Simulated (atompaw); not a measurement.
# Potentials for Ga that differ in a few settings

Aim: generate and test one potential in full, then change a few of its settings and see what happens to hardness, ghosts and scattering.

The numbers are computed with atompaw 4.2.0.5 (LDA (PW92), scalar-relativistic, spin-unpolarised reference atom).

4 further runs of the same task are left out: 4 that didn't finish.

**1. Starting point**

The settings as typed:

| Item | Value |
| --- | --- |
| element | gallium (Ga, Z = 31) |
| type | PAW |
| frozen core | [Ar] |
| valence charge | 13 |
| reference configuration | 3d10 4s2 4p0.5 (charge +0.5) |
| partial waves | 4s (bound): rc 2.85 bohr; 4s channel at 0.01 Ry: rc 2.85 bohr; 4p (bound): rc 2.85 bohr; 4p channel at 0.15 Ry: rc 2.85 bohr; 3d (bound): rc 1.50 bohr; 3d channel at 1.2 Ry: rc 1.50 bohr |
| local potential | bessel scheme, radius 2.05 bohr |
| core correction | smooth core density matched at 2.10 bohr |
| augmentation charge | gaussian compensation charge, radius 2.10 bohr; PAW radius 2.85 bohr; waves and projectors: custom rrkj vanderbiltortho |

The nodes and maxima of the atom's own shells, from an earlier all-electron run, set the scale for the radii.

All-electron outer shells of the reference configuration (LDA (PW92), scalar-relativistic, ld1.x):

```tsv
shell	level (eV)	outermost node (bohr)	outermost maximum (bohr)
3s	-151.32	0.27	0.56
3p	-102.54	0.24	0.56
3d	-23.28	–	0.53
4s	-12.70	0.81	1.87
4p	-5.82	0.87	2.41
```

**2. The first potential**

Ga.input reads:

```
Ga 31
LDA-PW scalarrelativistic loggrid 1500 logderivrange -4 5 226
4 4 3 0 0 0
4 1 0.5
0 0 0
c
c
c
v
c
c
v
v
2
2.85 2.10 2.05 2.10
y
0.01
n
y
0.15
n
y
1.2
n
custom rrkj vanderbiltortho gaussian
bessel
2.85
2.85
2.85
2.85
1.50
1.50
PWSCFOUT
UPFDX 0.0125d0 UPFXMIN -7.d0 UPFZMESH 31.d0
END
```

On the command line:

```
atompaw < Ga.input > Ga.log
```

What the program wrote to the file Ga (summary file):

```text
 Completed calculations for Ga (AE)

 Exchange-correlation type: LDA, Perdew-Wang correlation

 Radial integration grid is logarithmic 
 r0 =   2.7104631E-04 h =   8.4024356E-03   n =      1500 rmax =   8.0000000E+01

 Scalar relativistic calculation

 AEatom converged in  30 iterations
   nz     =  31.00
   delta  =       4.828653822706E-17

 All Electron Orbital energies:         
  n  l      occupancy      energy
  1  0      2.0000000E+00 -7.5075781E+02
  2  0      2.0000000E+00 -9.2897346E+01
  3  0      2.0000000E+00 -1.1121512E+01
  4  0      2.0000000E+00 -9.3323096E-01
  2  1      6.0000000E+00 -8.1001758E+01
  3  1      6.0000000E+00 -7.5366398E+00
  4  1      5.0000000E-01 -4.2756857E-01
  3  2      1.0000000E+01 -1.7111953E+00

 Total energy
   Total                    :    -3882.08828880219426

 ---
 Completed calculations for Ga (SC)

 Exchange-correlation type: LDA, Perdew-Wang correlation

 Radial integration grid is logarithmic 
 r0 =   2.7104631E-04 h =   8.4024356E-03   n =      1500 rmax =   8.0000000E+01

 Scalar relativistic calculation

 SCatom converged in   1 iterations
   nz     =  31.00
   delta  =       3.504748823644E-17

 Valence Electron Orbital energies:         
  n  l      occupancy      energy
   4  0      2.0000000E+00 -9.3323096E-01
   4  1      5.0000000E-01 -4.2756857E-01
   3  2      1.0000000E+01 -1.7111953E+00

 Total energy
   Total                    :    -3882.08828880113742
   Valence                  :     -271.95528388507648

 PAW parameters: 
       lmax =            2
         rc =    2.8707437170264432     
        irc =         1104
   rc_shape =    2.1035924779052819     
    rc_vloc =    2.0512225700326021     
    rc_core =    2.1035924779052819     
   Vloc: truncated form - Vps(r)=A.sin(qr)/r for r<rc
   Projector type: RRKJ pseudization + Vanderbilt ortho.
   Gaussian compensation charge shape with gausstol =   1.0000E-04

 Number of basis functions     6
 No.   n  nodes  l      Energy         Cp coeff         Occ
  1    4    3    0   -0.9332310E+00  0.4680681E+02  0.2000000E+01
  2  999    4    0    0.1000000E-01  0.1025825E+01  0.0000000E+00
  3    4    2    1   -0.4275686E+00  0.2727152E+03  0.5000000E+00
  4  999    3    1    0.1500000E+00  0.1478571E+02  0.0000000E+00
  5    3    0    2   -0.1711195E+01 -0.1796188E+00  0.1000000E+02
  6  999    1    2    0.1200000E+01 -0.1180762E+02  0.0000000E+00

 Eigenvalues of overlap operator (in the basis of projectors):
    1        1.76790978E-02
    2        1.34107626E-01
    3        3.41802756E+00
    4        5.90009886E+00
    5        5.81776595E+01
    6        6.14748768E+01

 Orbital leakage outside PAW augmentation regions
   orb  is_core?  %out_of_sphere
   1 0    T          -0.00
   2 0    T           0.00
   3 0    T           0.00
   4 0    F          21.65
   2 1    T           0.00
   3 1    T           0.00
   4 1    F          49.00
   3 2    F           0.27

 Summary of PAW energies
   Total valence energy     :   -271.95528532462617
   Smooth energy            :     55.77276292089785
   One center               :   -327.72804824552401
   Smooth kinetic           :     32.96431132923988
   Vloc energy              :     13.06109600622514
   Smooth exch-corr         :     -6.24904122674559
   One-center xc            :   -138.78513940931035
```

It took 2.2 s on 1 thread, shared host.

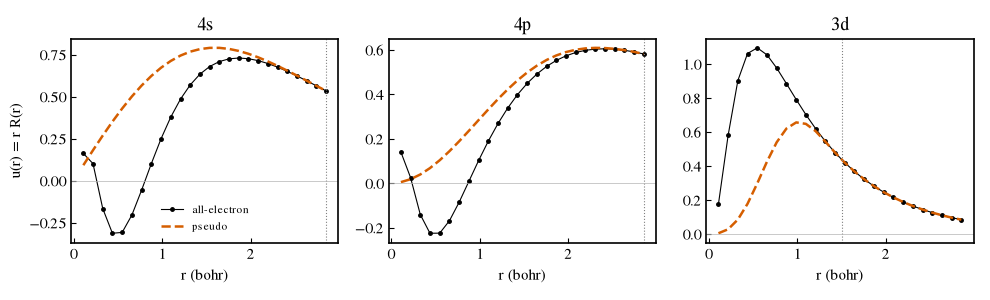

All-electron and pseudo partial waves (4s, 4p, 3d), with the matching radii dotted. The curves join 26 sampled radii, too few to resolve the innermost nodes.

**3. Logarithmic derivatives**

Taken from the files of the generation run. The phase is arctan(r·u′/u) with u = r·R, unwrapped, with energies in Ry. A pole is an energy at which the radial function vanishes at the test radius. The pseudo phase is shifted by a multiple of π to meet the all-electron one at the reference energy. Levels narrower than the energy grid can be missing from the poles. The last column is the largest difference on the grid between −1 and +1 Ry.

```tsv
channel	radius (bohr)	reference (Ry)	poles AE	poles PS	window around the reference with phases within 0.05 rad (Ry)	largest difference near zero (rad)
s	2.87	-0.93	-0.26	-0.26, 3.46	below 1.5	0.002
p	2.87	-0.43	0.70	0.70	below 2.6	0.000
d	2.87	-1.71	-1.68, 2.43	-1.68, 2.46	below 4.1	0.004
```

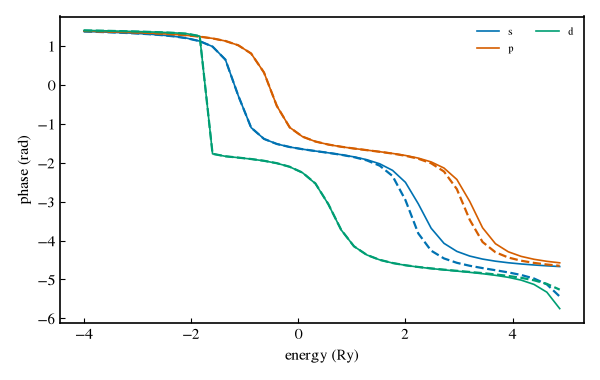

Phases by channel: all-electron solid, pseudo dashed.

**4. Cutoff and ghost test in a Bessel basis**

A separate test, outside the generator: the pseudo-atom's Hamiltonian at the reference potential is diagonalised in spherical Bessel functions j_l(qr) that vanish at 20 bohr, with q² up to the cutoff.

All-electron valence levels (Ry): 4s -0.9332, 4p -0.4276, 3d -1.7112. The lowest levels of each channel (Ry) by cutoff; the last column sums, over occupied levels, occupation times the distance from the level at 400 Ry. A positive value at high cutoff is not a bound level.

| cutoff (Ry) | s #1 | p #1 | d #1 | f #1 | Σ f·Δε (mRy) |
| --- | --- | --- | --- | --- | --- |
| 8 | -0.9332 | -0.4273 | -0.0524 | 0.0324 | 16588.2 |
| 12 | -0.9332 | -0.4275 | -0.0606 | 0.0324 | 16506.1 |
| 18 | -0.9332 | -0.4276 | -0.9836 | 0.0324 | 7275.4 |
| 25 | -0.9332 | -0.4276 | -1.4840 | 0.0324 | 2271.5 |
| 35 | -0.9333 | -0.4276 | -1.6854 | 0.0324 | 257.3 |
| 40 | -0.9333 | -0.4276 | -1.7056 | 0.0324 | 55.8 |
| 50 | -0.9333 | -0.4276 | -1.7104 | 0.0324 | 8.0 |
| 60 | -0.9333 | -0.4276 | -1.7105 | 0.0324 | 6.7 |
| 80 | -0.9333 | -0.4276 | -1.7111 | 0.0324 | 1.0 |
| 100 | -0.9333 | -0.4276 | -1.7111 | 0.0324 | 0.6 |
| 400 | -0.9333 | -0.4276 | -1.7112 | 0.0324 | 0.0 |

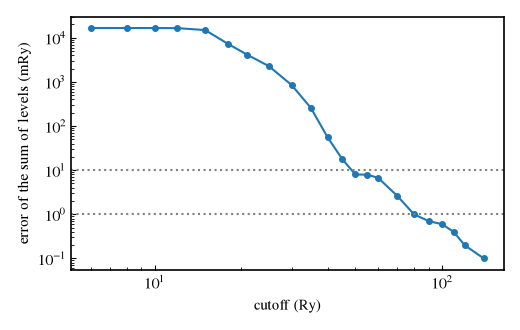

Occupation-weighted error of the valence levels against the cutoff; the dotted lines mark 10 and 1 mRy.

The sum stays within 10 mRy from 50 Ry and within 1 mRy from 80 Ry. The sum leaves out empty levels, which can need more. Ghost test: no level below the all-electron spectrum of its channel (s, p, d, f tested).

**5. Changed: waves 4s channel at 0.49 Ry: rc 2.85 bohr**

Ga.input, as its differences from that of step 2:

```diff
@@ -16,3 +16,3 @@
 y
-0.01
+0.49
 n
```

On the command line:

```
atompaw < Ga.input > Ga.log
```

What the program wrote to the file Ga (summary file):

```text
 Completed calculations for Ga (AE)

 Exchange-correlation type: LDA, Perdew-Wang correlation

 Radial integration grid is logarithmic 
 r0 =   2.7104631E-04 h =   8.4024356E-03   n =      1500 rmax =   8.0000000E+01

 Scalar relativistic calculation

 AEatom converged in  30 iterations
   nz     =  31.00
   delta  =       4.828653822706E-17

[... all-electron levels as in step 2 ...]

 Total energy
   Total                    :    -3882.08828880219426

 ---
 Completed calculations for Ga (SC)

 Exchange-correlation type: LDA, Perdew-Wang correlation

 Radial integration grid is logarithmic 
 r0 =   2.7104631E-04 h =   8.4024356E-03   n =      1500 rmax =   8.0000000E+01

 Scalar relativistic calculation

 SCatom converged in   1 iterations
   nz     =  31.00
   delta  =       3.504748823644E-17

 Valence Electron Orbital energies:         
  n  l      occupancy      energy
   4  0      2.0000000E+00 -9.3323096E-01
   4  1      5.0000000E-01 -4.2756857E-01
   3  2      1.0000000E+01 -1.7111953E+00

 Total energy
   Total                    :    -3882.08828880113742
   Valence                  :     -271.95528388507648

 PAW parameters: 
       lmax =            2
         rc =    2.8707437170264432     
        irc =         1104
   rc_shape =    2.1035924779052819     
    rc_vloc =    2.0512225700326021     
    rc_core =    2.1035924779052819     
   Vloc: truncated form - Vps(r)=A.sin(qr)/r for r<rc
   Projector type: RRKJ pseudization + Vanderbilt ortho.
   Gaussian compensation charge shape with gausstol =   1.0000E-04

 Number of basis functions     6
 No.   n  nodes  l      Energy         Cp coeff         Occ
  1    4    3    0   -0.9332310E+00  0.2082558E+02  0.2000000E+01
  2  999    4    0    0.4900000E+00  0.1997101E+01  0.0000000E+00
  3    4    2    1   -0.4275686E+00  0.2727152E+03  0.5000000E+00
  4  999    3    1    0.1500000E+00  0.1478571E+02  0.0000000E+00
  5    3    0    2   -0.1711195E+01 -0.1796188E+00  0.1000000E+02
  6  999    1    2    0.1200000E+01 -0.1180762E+02  0.0000000E+00

 Eigenvalues of overlap operator (in the basis of projectors):
    1        8.23832406E-02
    2        1.34107626E-01
    3        3.41802756E+00
    4        3.91908003E+00
    5        5.81776595E+01
    6        6.14748768E+01

 Orbital leakage outside PAW augmentation regions
   orb  is_core?  %out_of_sphere
   1 0    T          -0.00
   2 0    T           0.00
   3 0    T           0.00
   4 0    F          21.65
   2 1    T           0.00
   3 1    T           0.00
   4 1    F          49.00
   3 2    F           0.27

 Summary of PAW energies
   Total valence energy     :   -271.95528532462640
   Smooth energy            :     55.77276292089778
   One center               :   -327.72804824552418
   Smooth kinetic           :     32.96431132923988
   Vloc energy              :     13.06109600622507
   Smooth exch-corr         :     -6.24904122674559
   One-center xc            :   -138.78513940931035
```

Run time: 2.1 s. Hardware: 1 thread, shared host.

Against the first potential, the loose cutoff stays at 50 Ry and there is no bound ghost.

**6. Variant: waves 4s channel at 3.47 Ry: rc 2.85 bohr**

Ga.input, as its differences from that of step 5:

```diff
@@ -16,3 +16,3 @@
 y
-0.49
+3.47
 n
```

On the command line:

```
atompaw < Ga.input > Ga.log
```

The output, the file Ga (summary file):

```text
 Completed calculations for Ga (AE)

 Exchange-correlation type: LDA, Perdew-Wang correlation

 Radial integration grid is logarithmic 
 r0 =   2.7104631E-04 h =   8.4024356E-03   n =      1500 rmax =   8.0000000E+01

 Scalar relativistic calculation

 AEatom converged in  30 iterations
   nz     =  31.00
   delta  =       4.828653822706E-17

[... all-electron levels as in step 2 ...]

 Total energy
   Total                    :    -3882.08828880219426

 ---
 Completed calculations for Ga (SC)

 Exchange-correlation type: LDA, Perdew-Wang correlation

 Radial integration grid is logarithmic 
 r0 =   2.7104631E-04 h =   8.4024356E-03   n =      1500 rmax =   8.0000000E+01

 Scalar relativistic calculation

 SCatom converged in   1 iterations
   nz     =  31.00
   delta  =       3.504748823644E-17

 Valence Electron Orbital energies:         
  n  l      occupancy      energy
   4  0      2.0000000E+00 -9.3323096E-01
   4  1      5.0000000E-01 -4.2756857E-01
   3  2      1.0000000E+01 -1.7111953E+00

 Total energy
   Total                    :    -3882.08828880113742
   Valence                  :     -271.95528388507648

 PAW parameters: 
       lmax =            2
         rc =    2.8707437170264432     
        irc =         1104
   rc_shape =    2.1035924779052819     
    rc_vloc =    2.0512225700326021     
    rc_core =    2.1035924779052819     
   Vloc: truncated form - Vps(r)=A.sin(qr)/r for r<rc
   Projector type: RRKJ pseudization + Vanderbilt ortho.
   Gaussian compensation charge shape with gausstol =   1.0000E-04

 Number of basis functions     6
 No.   n  nodes  l      Energy         Cp coeff         Occ
  1    4    3    0   -0.9332310E+00  0.6129685E+01  0.2000000E+01
  2  999    4    0    0.3470000E+01  0.2725550E+00  0.0000000E+00
  3    4    2    1   -0.4275686E+00  0.2727152E+03  0.5000000E+00
  4  999    3    1    0.1500000E+00  0.1478571E+02  0.0000000E+00
  5    3    0    2   -0.1711195E+01 -0.1796188E+00  0.1000000E+02
  6  999    1    2    0.1200000E+01 -0.1180762E+02  0.0000000E+00

 Eigenvalues of overlap operator (in the basis of projectors):
    1        4.71774305E-02
    2        1.34107626E-01
    3        1.43617972E+00
    4        3.41802756E+00
    5        5.81776595E+01
    6        6.14748768E+01

 Orbital leakage outside PAW augmentation regions
   orb  is_core?  %out_of_sphere
   1 0    T          -0.00
   2 0    T           0.00
   3 0    T           0.00
   4 0    F          21.65
   2 1    T           0.00
   3 1    T           0.00
   4 1    F          49.00
   3 2    F           0.27

 Summary of PAW energies
   Total valence energy     :   -271.95528532462640
   Smooth energy            :     55.77276292089780
   One center               :   -327.72804824552418
   Smooth kinetic           :     32.96431132923988
   Vloc energy              :     13.06109600622509
   Smooth exch-corr         :     -6.24904122674559
   One-center xc            :   -138.78513940931035
```

It took 2.1 s on 1 thread, shared host.

With this change the loose cutoff stays at 50 Ry and there is no bound ghost.

**7. All runs side by side**

Cutoffs, loose and tight: the cutoffs (Ry, on a coarse ladder) from which the occupation-weighted sum of valence levels, in a spherical-Bessel basis at the reference potential, stays within 10 and 1 mRy of its value at 400 Ry; empty and scattering waves don't count. The number of plane waves in a given cell goes as the cutoff to the power 3/2; it is given for the loose cutoff, relative to the first potential. The phase difference is the largest within 1 Ry of zero, over the channels with partial waves.

```csv
change,outcome,"cutoff, loose","cutoff, tight","plane waves, relative",bound ghosts,phase difference near zero (rad),lowest overlap eigenvalue (Bessel basis)
first potential,generated,50 Ry,80 Ry,1.00,none,0.004,0.406
waves 4s channel at 0.49 Ry: rc 2.85 bohr,generated,50 Ry,80 Ry,1.00,none,0.004,0.404
waves 4s channel at 3.47 Ry: rc 2.85 bohr,generated,50 Ry,80 Ry,1.00,none,0.015,0.226
```

In words: 

The first potential by itself. It counts as of middling hardness, with 50 Ry needed at the looser tolerance. The slowest occupied level is 3d: taken alone it needs 50 Ry to come within 1 mRy, against 8 Ry for 4p. The Bessel-basis test finds no level below the valence levels. Near zero energy the phases of the channels with partial waves agree within 0.004 rad.
